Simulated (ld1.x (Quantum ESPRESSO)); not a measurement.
# A TM potential for gallium, from input to tests

Aim: build the potential from the settings below, then test how well it stands in for the atom: other configurations, scattering, ghost states and the plane-wave cutoff that it needs.

Method: ld1.x (Quantum ESPRESSO) 7.5, LDA (PW92), scalar-relativistic.

## Step 1: Settings

Typed settings, in words:

- element: gallium (Ga, Z = 31)
- type: norm-conserving Troullier–Martins (Kleinman–Bylander form)
- frozen core: [Ar] 3d10
- valence charge: 3
- reference configuration: 4s2 4p1
- partial waves: 4s (bound): rc 1.95 bohr; 4p (bound): rc 2.15 bohr; 4d channel at 0.1 Ry: rc 1.75 bohr
- local potential: all-electron potential smoothed inside 1.35 bohr (lloc = -1)
- core correction: not asked for

An earlier all-electron run gives the scale for the radii.

All-electron outer shells of the reference configuration (LDA (PW92), scalar-relativistic, ld1.x):

```tsv
shell	level (eV)	outermost node (bohr)	outermost maximum (bohr)
3p	-98.66	0.24	0.56
3d	-19.41	–	0.53
4s	-9.17	0.81	1.87
4p	-2.73	0.87	2.53
```

## Step 2: The generation run

Input file Ga.in:

```
 &input
   title='Ga', zed=31., rel=1, dft='PW', iswitch=3,
   config='[Ar] 3d10 4s2 4p1 4d-2',
   nld=3, rlderiv=2.35, eminld=-3.0, emaxld=5.0, deld=0.02
 /
 &inputp
   pseudotype=2, tm=.true., lloc=-1, rcloc=1.35,
   nlcc=.false.,
   file_pseudopw='Ga.UPF', file_wfcaegen='ae.wfc', file_wfcncgen='nc.wfc', file_beta='beta', file_chi='chi'
 /
3
4S  1  0   2.00   0.00  1.95  1.95  0.0
4P  2  1   1.00   0.00  2.15  2.15  0.0
4D  3  2  -2.00   0.10  1.75  1.75  0.0
 &test
   configts(1)='4s2 4p1'
 /
```

On the command line:

```console
$ ld1.x < Ga.in > Ga.out
```

Output in Ga.out (without the banner and most projector matrices):

```text
     Program LD1 v.7.5
     --------------------------- All-electron run ----------------------------

     Ga
     scalar relativistic calculation

     atomic number is 31.00
     dft =PW   lsd =0 sic =0 latt =0  beta=0.20 tr2=1.0E-14
     Exchange-correlation= PW
                           (   1   4   0   0   0   0   0)
     mesh =1205 r(mesh) = 101.09016 a.u. xmin = -7.00 dx = 0.01250
     1 Ry =  13.60569312 eV, c = 137.03599908

     n l     nl                  e(Ry)          e(Ha)          e(eV)
     1 0     1S 1( 2.00)      -750.4709      -375.2355    -10210.6771
     2 0     2S 1( 2.00)       -92.6127       -46.3063     -1260.0596
     2 1     2P 1( 6.00)       -80.7168       -40.3584     -1098.2081
     3 0     3S 1( 2.00)       -10.8363        -5.4181      -147.4352
     3 1     3P 1( 6.00)        -7.2513        -3.6257       -98.6593
     3 2     3D 1(10.00)        -1.4264        -0.7132       -19.4071
     4 0     4S 1( 2.00)        -0.6740        -0.3370        -9.1703
     4 1     4P 1( 1.00)        -0.2009        -0.1004        -2.7331

     final scf error:  1.6E-15 reached in  29 iterations

     Etot =   -3882.243583 Ry,   -1941.121791 Ha,  -52820.614817 eV

     Ekin =    3946.704062 Ry,    1973.352031 Ha,   53697.644309 eV
     Encl =   -9361.625946 Ry,   -4680.812973 Ha, -127371.409759 eV
     Eh   =    1677.888875 Ry,     838.944438 Ha,   22828.841128 eV
     Exc  =    -145.210573 Ry,     -72.605287 Ha,   -1975.690495 eV

     normalization and overlap integrals

     s(1S/1S) =  1.000000  <r> =   0.0487  <r2> =    0.0032  r(max) =   0.0319
     s(2S/2S) =  1.000000  <r> =   0.2182  <r2> =    0.0562  r(max) =   0.1833
     s(2P/2P) =  1.000000  <r> =   0.1909  <r2> =    0.0447  r(max) =   0.1464
     s(3S/3S) =  1.000000  <r> =   0.6531  <r2> =    0.4929  r(max) =   0.5647
     s(3P/3P) =  1.000000  <r> =   0.6800  <r2> =    0.5460  r(max) =   0.5647
     s(3D/3D) =  1.000000  <r> =   0.8111  <r2> =    0.8645  r(max) =   0.5305
     s(4S/4S) =  1.000000  <r> =   2.3302  <r2> =    6.3244  r(max) =   1.8748
     s(4P/4P) =  1.000000  <r> =   3.3751  <r2> =   13.7520  r(max) =   2.5307

     ------------------------ End of All-electron run ------------------------

     --------------------- Generating NC pseudopotential ---------------------

      Generating local potential from pseudized AE potential:
      Matching radius rcloc =   1.3500

      Local pseudo, rcloc= 1.338 Estimated cut-off energy=    13.77 Ry

      Wfc   4S  rcut= 1.946  Using Troullier-Martins method

      Wfc   4P  rcut= 2.151  Using Troullier-Martins method

      Wfc   4D  rcut= 1.761  Using Troullier-Martins method

     ------------------- End of pseudopotential generation -------------------

     [... the all-electron block is printed once more ...]


     Computing logarithmic derivative in   2.36265
     Computing logarithmic derivative in   2.36265
     Computing the partial wave expansion
     R is outside the sphere for l=    0 j= 0.00
     R is outside the sphere for l=    1 j= 0.00
     R is outside the sphere for l=    2 j= 0.00

     ---------------------- Testing the pseudopotential ----------------------

     Ga
     scalar relativistic calculation

     atomic number is 31.00   valence charge is  3.00
     dft =PW   lsd =0 sic =0 latt =0  beta=0.20 tr2=1.0E-14
     mesh =1205 r(mesh) = 101.09016 xmin = -7.00 dx = 0.01250

     n l     nl             e AE (Ry)        e PS (Ry)    De AE-PS (Ry)
     1 0     4S   1( 2.00)       -0.67400       -0.67400        0.00000
     2 1     4P   1( 1.00)       -0.20088       -0.20088       -0.00000

     eps = 7.9E-16  iter =  9

     Etot =   -3882.243583 Ry,   -1941.121791 Ha,  -52820.614817 eV
     Etotps =    -4.248563 Ry,      -2.124282 Ha,     -57.804646 eV

     Ekin =       1.461310 Ry,       0.730655 Ha,      19.882130 eV
     Encl =      -8.975762 Ry,      -4.487881 Ha,    -122.121463 eV
     Ehrt =       3.075486 Ry,       1.537743 Ha,      41.844114 eV
     Ecxc =      -1.244011 Ry,      -0.622005 Ha,     -16.925629 eV
     Epseu=       1.434414 Ry,       0.717207 Ha,      19.516202 eV

     ---------------------- End of pseudopotential test ----------------------
```

Wall time 2.4 s (1 thread of Neoverse-V1, shared host). (Generation and the later configuration tests together.)

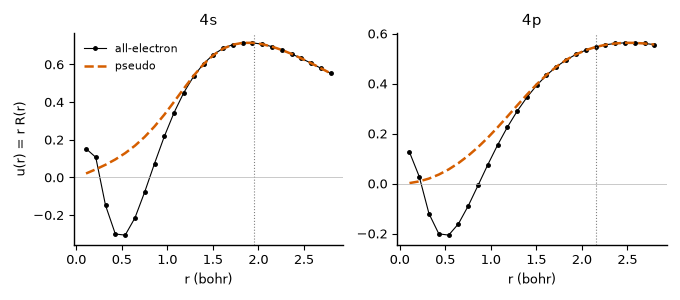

Bound waves of the atom and their pseudo partners (4s, 4p), with the matching radii dotted. The curves join 26 sampled radii, too few to resolve the innermost nodes.

## Step 3: Configuration tests

Input file Ga.test.in:

```
 &input
   title='Ga', zed=31., rel=1, dft='PW', iswitch=2,
   config='[Ar] 3d10 4s2 4p1 4d-2'
 /
 &test
   file_pseudo='Ga.UPF', nconf=10,
   configts(1)='4s2 4p1',
   configts(2)='4s2 4p0',
   configts(3)='4s1 4p0',
   configts(4)='4s2 4p0.5',
   configts(5)='4s1 4p1',
   configts(6)='4s2 4p1.3',
   configts(7)='4s1 4p2',
   configts(8)='4s0 4p3',
   configts(9)='4s2 4p1', lsdts(9)=1,
   configts(10)='4s1 4p0', lsdts(10)=1
 /
```

On the command line:

```console
$ ld1.x < Ga.test.in > Ga.test.out
```

Ga.test.out, the pseudopotential blocks, each with the warnings that came before it:

```text
     ---------------------- Testing the pseudopotential ----------------------

     Ga
     scalar relativistic calculation

     atomic number is 31.00   valence charge is  3.00
     dft =PW   lsd =0 sic =0 latt =0  beta=0.20 tr2=1.0E-14
     mesh =1205 r(mesh) = 101.09016 xmin = -7.00 dx = 0.01250

     n l     nl             e AE (Ry)        e PS (Ry)    De AE-PS (Ry)
     1 0     4S   1( 2.00)       -0.67400       -0.67400        0.00000
     2 1     4P   1( 1.00)       -0.20088       -0.20088       -0.00000

     eps = 5.5E-17  iter =  6

     Etot =   -3882.243583 Ry,   -1941.121791 Ha,  -52820.614817 eV
     Etotps =    -4.248563 Ry,      -2.124282 Ha,     -57.804645 eV

     Ekin =       1.461310 Ry,       0.730655 Ha,      19.882129 eV
     Encl =      -8.975762 Ry,      -4.487881 Ha,    -122.121469 eV
     Ehrt =       3.075486 Ry,       1.537743 Ha,      41.844114 eV
     Ecxc =      -1.244011 Ry,      -0.622005 Ha,     -16.925629 eV
     Epseu=       1.434415 Ry,       0.717207 Ha,      19.516210 eV

     ---------------------- End of pseudopotential test ----------------------

     BEWARE! Errors in PS-KS equations
     Warning: n=1, l=0 expected 0 nodes, found 1
     ---------------------- Testing the pseudopotential ----------------------

     Ga
     [...]
     n l     nl             e AE (Ry)        e PS (Ry)    De AE-PS (Ry)
     1 0     4S   1( 2.00)       -1.22402       -1.09737       -0.12665  !
     2 1     4P   1( 0.00)       -0.68347       -0.80467        0.12120  !

     eps = 1.4E-16  iter = 46

     Etot =   -3881.811222 Ry,   -1940.905611 Ha,  -52814.732244 eV
     Etotps =    -2.194739 Ry,      -1.097369 Ha,     -29.860939 eV
     dEtot_ae =       0.432361 Ry
     dEtot_ps =       2.053825 Ry,   Delta E=      -1.621463 Ry

     [...]
     ---------------------- End of pseudopotential test ----------------------

     BEWARE! Errors in PS-KS equations
     ---------------------- Testing the pseudopotential ----------------------

     Ga
     [...]
     n l     nl             e AE (Ry)        e PS (Ry)    De AE-PS (Ry)
     1 0     4S   1( 1.00)       -1.94570       -1.94570        0.00000
     2 1     4P   1( 0.00)       -1.32541       -1.67887        0.35346  !

     eps = 1.6E-29  iter =  3

     Etot =   -3880.231156 Ry,   -1940.115578 Ha,  -52793.234354 eV
     Etotps =    -1.945696 Ry,      -0.972848 Ha,     -26.472539 eV
     dEtot_ae =       2.012427 Ry
     dEtot_ps =       2.302867 Ry,   Delta E=      -0.290440 Ry

     [...]
     ---------------------- End of pseudopotential test ----------------------

     BEWARE! Errors in PS-KS equations
     Warning: n=2, l=1 expected 0 nodes, found 1
     ---------------------- Testing the pseudopotential ----------------------

     Ga
     [...]
     n l     nl             e AE (Ry)        e PS (Ry)    De AE-PS (Ry)
     1 0     4S   1( 2.00)       -0.93323       -1.55422        0.62099  !
     2 1     4P   1( 0.50)       -0.42757       -1.64909        1.22152  !

     eps = 9.1E-16  iter = 37

     Etot =   -3882.087941 Ry,   -1941.043970 Ha,  -52818.497196 eV
     Etotps =    -3.986501 Ry,      -1.993250 Ha,     -54.239105 eV
     dEtot_ae =       0.155642 Ry
     dEtot_ps =       0.262062 Ry,   Delta E=      -0.106420 Ry

     [...]
     ---------------------- End of pseudopotential test ----------------------

     BEWARE! Errors in PS-KS equations
     ---------------------- Testing the pseudopotential ----------------------

     Ga
     [...]
     n l     nl             e AE (Ry)        e PS (Ry)    De AE-PS (Ry)
     1 0     4S   1( 1.00)       -1.30447       -2.08359        0.77911  !
     2 1     4P   1( 1.00)       -0.74925       -1.36712        0.61786  !

     eps = 7.4E-15  iter = 30

     Etot =   -3881.263599 Ry,   -1940.631799 Ha,  -52807.281452 eV
     Etotps =    -3.716601 Ry,      -1.858301 Ha,     -50.566935 eV
     dEtot_ae =       0.979984 Ry
     dEtot_ps =       0.531962 Ry,   Delta E=       0.448022 Ry

     [...]
     ---------------------- End of pseudopotential test ----------------------

     ---------------------- Testing the pseudopotential ----------------------

     Ga
     [...]
     n l     nl             e AE (Ry)        e PS (Ry)    De AE-PS (Ry)
     1 0     4S   1( 2.00)       -0.54006       -0.54164        0.00158
     2 1     4P   1( 1.30)       -0.08453       -0.08506        0.00054

     eps = 9.7E-15  iter = 50

     Etot =   -3882.285942 Ry,   -1941.142971 Ha,  -52821.191141 eV
     Etotps =    -4.291127 Ry,      -2.145564 Ha,     -58.383761 eV
     dEtot_ae =      -0.042359 Ry
     dEtot_ps =      -0.042564 Ry,   Delta E=       0.000205 Ry

     [...]
     ---------------------- End of pseudopotential test ----------------------

     BEWARE! Errors in PS-KS equations
     ---------------------- Testing the pseudopotential ----------------------

     Ga
     [...]
     n l     nl             e AE (Ry)        e PS (Ry)    De AE-PS (Ry)
     1 0     4S   1( 1.00)       -0.75531       -1.32554        0.57023  !
     2 1     4P   1( 2.00)       -0.25684       -0.80103        0.54419  !

     eps = 3.0E-15  iter = 90

     Etot =   -3881.757498 Ry,   -1940.878749 Ha,  -52814.001299 eV
     Etotps =    -4.039302 Ry,      -2.019651 Ha,     -54.957498 eV
     dEtot_ae =       0.486085 Ry
     dEtot_ps =       0.209261 Ry,   Delta E=       0.276823 Ry

     [...]
     ---------------------- End of pseudopotential test ----------------------

     ---------------------- Testing the pseudopotential ----------------------

     Ga
     [...]
     n l     nl             e AE (Ry)        e PS (Ry)    De AE-PS (Ry)
     1 0     4S   1( 0.00)       -0.82502       -0.81969       -0.00533  !
     2 1     4P   1( 3.00)       -0.30475       -0.30422       -0.00053

     eps = 7.1E-15  iter =  7

     Etot =   -3881.247913 Ry,   -1940.623956 Ha,  -52807.068037 eV
     Etotps =    -3.258486 Ry,      -1.629243 Ha,     -44.333957 eV
     dEtot_ae =       0.995670 Ry
     dEtot_ps =       0.990077 Ry,   Delta E=       0.005593 Ry

     [...]
     ---------------------- End of pseudopotential test ----------------------

     BEWARE! Errors in PS-KS equations
     ---------------------- Testing the pseudopotential ----------------------

     Ga
     [...]
     n l     nl             e AE (Ry)        e PS (Ry)    De AE-PS (Ry)
     1 0     4S   1( 1.00)       -0.69006       -0.72641        0.03635  !
     2 1     4P   1( 1.00)       -0.21751       -1.41547        1.19797  !
     1 0     4S   2( 1.00)       -0.64794       -0.65211        0.00416
     2 1     4P   2( 0.00)       -0.17458       -0.22696        0.05238  !

     eps = 8.1E-15  iter = 50

     Etot =   -3882.254219 Ry,   -1941.127110 Ha,  -52820.759536 eV
     Etotps =    -3.046961 Ry,      -1.523480 Ha,     -41.456012 eV
     dEtot_ae =      -0.010637 Ry
     dEtot_ps =       1.201602 Ry,   Delta E=      -1.212239 Ry

     [...]
     ---------------------- End of pseudopotential test ----------------------

     BEWARE! Errors in PS-KS equations
     ---------------------- Testing the pseudopotential ----------------------

     Ga
     [...]
     n l     nl             e AE (Ry)        e PS (Ry)    De AE-PS (Ry)
     1 0     4S   1( 1.00)       -1.98588       -1.98588        0.00000
     2 1     4P   1( 0.00)       -1.36218       -1.67887        0.31669  !
     1 0     4S   2( 0.00)       -1.88767       -1.88767        0.00000
     2 1     4P   2( 0.00)       -1.27027       -1.65135        0.38108  !

     eps = 1.7E-29  iter =  3

     Etot =   -3880.255226 Ry,   -1940.127613 Ha,  -52793.561837 eV
     Etotps =    -1.985880 Ry,      -0.992940 Ha,     -27.019278 eV
     dEtot_ae =       1.988357 Ry
     dEtot_ps =       2.262683 Ry,   Delta E=      -0.274325 Ry

     [...]
     ---------------------- End of pseudopotential test ----------------------
```

7 tests gave no usable energy difference (4s2 4p0; 4s1 4p0; 4s2 4p0.5; 4s1 4p1; others).

Energies count from the reference configuration 4s2 4p1; the error is all-electron less pseudo.

| valence configuration | charge | ΔE all-electron (eV) | error AE − PS (meV) |
| --- | --- | --- | --- |
| 4s2 4p1.3 | -0.3 | -0.576 | +2.8 |
| 4s0 4p3 | 0 | 13.547 | +76 |

## Step 4: Logarithmic derivatives

Taken from the files of the generation run. The phase is arctan(r·u′/u) with u = r·R, unwrapped, with energies in Ry. A pole is an energy at which the radial function vanishes at the test radius. The pseudo phase is shifted by a multiple of π to meet the all-electron one at the reference energy. Levels narrower than the energy grid can be missing from the poles. The last column is the largest difference on the grid between −1 and +1 Ry.

| channel | radius (bohr) | reference (Ry) | poles AE | poles PS | window around the reference with phases within 0.05 rad (Ry) | largest difference near zero (rad) |
| --- | --- | --- | --- | --- | --- | --- |
| s | 2.36 | -0.67 | 1.03 | -0.53, 1.13 | below -0.6 | 3.129 |
| p | 2.36 | -0.20 | 2.27 | 2.02 | below 2.5 | 0.012 |
| d | 2.36 | 0.10 | -1.36, 4.46 | 2.63 | -1.0 to 0.8 | 0.071 |

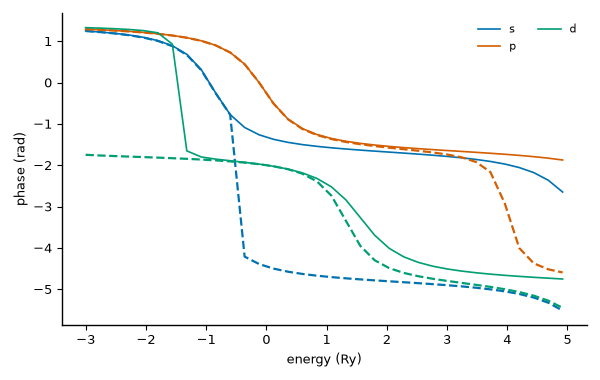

Phases by channel: all-electron solid, pseudo dashed.

## Step 5: Plane-wave convergence, by spherical Bessel functions

This step uses the generator's waves and projectors in a separate script. Basis: spherical Bessel functions vanishing at 20 bohr, q² up to the cutoff; potential fixed at the reference.

All-electron valence levels (Ry): 4s -0.6740, 4p -0.2009. The lowest levels of each channel (Ry) by cutoff; the last column sums, over occupied levels, occupation times the distance from the level at 400 Ry. A positive value at high cutoff is not a bound level.

| cutoff (Ry) | s #1 | p #1 | d #1 | f #1 | Σ f·Δε (mRy) |
| --- | --- | --- | --- | --- | --- |
| 8 | -0.6549 | -0.1986 | 0.0486 | 0.1046 | 40.6 |
| 12 | -0.6694 | -0.1998 | 0.0479 | 0.1046 | 10.2 |
| 15 | -0.6721 | -0.2006 | 0.0476 | 0.1046 | 4.2 |
| 18 | -0.6733 | -0.2008 | 0.0475 | 0.1046 | 1.7 |
| 25 | -0.6734 | -0.2008 | 0.0474 | 0.1046 | 1.4 |
| 35 | -0.6738 | -0.2009 | 0.0473 | 0.1046 | 0.5 |
| 45 | -0.6739 | -0.2009 | 0.0467 | 0.1046 | 0.3 |
| 400 | -0.6740 | -0.2009 | -3.6339 | 0.1046 | 0.0 |

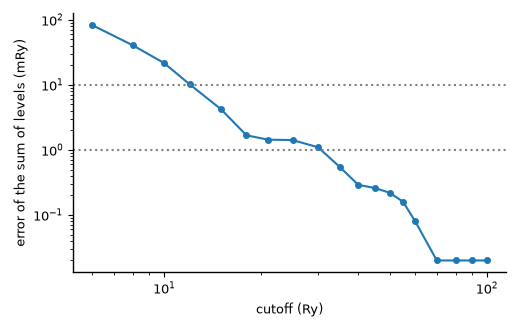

Occupation-weighted error of the valence levels against the cutoff; the dotted lines mark 10 and 1 mRy.

The sum stays within 10 mRy from 15 Ry and within 1 mRy from 35 Ry. The sum leaves out empty levels, which can need more. Ghost test: ghost state, bound below the all-electron valence or empty levels of the same l: d at -49.4 eV.

## Step 6: What came out

| quantity | value |
| --- | --- |
| cutoffs for 10 and 1 mRy, occupied levels | 15 Ry and 35 Ry |
| bound ghosts | d at -49.44 eV |
| largest test error (AE − PS) | +76 meV, for 4s0 4p3 (7 tests unsolved) |
| largest phase difference near zero energy, channels read | 3.129 rad |

In words: It has a bound ghost (d), a state that the atom doesn't have, and that rules the file out. The worst unpolarised test, 4s0 4p3, is off by 76 meV on 13.5 eV; by total energies transferability rates as fair where solved. Of the tests 7 gave no usable energy difference, which is a warning in itself. By its cutoff, 15 Ry for the looser tolerance, it is soft on the atom at that tolerance. Of the channels read, s scatters worst near zero energy, by up to 3.13 rad. A step near π is an extra or missing state, not a misfit of shape. The pseudo curves have a pole with no partner nearby in the atom's: s at -0.53 Ry. These are tests on the free atom; a crystal test is still owed.
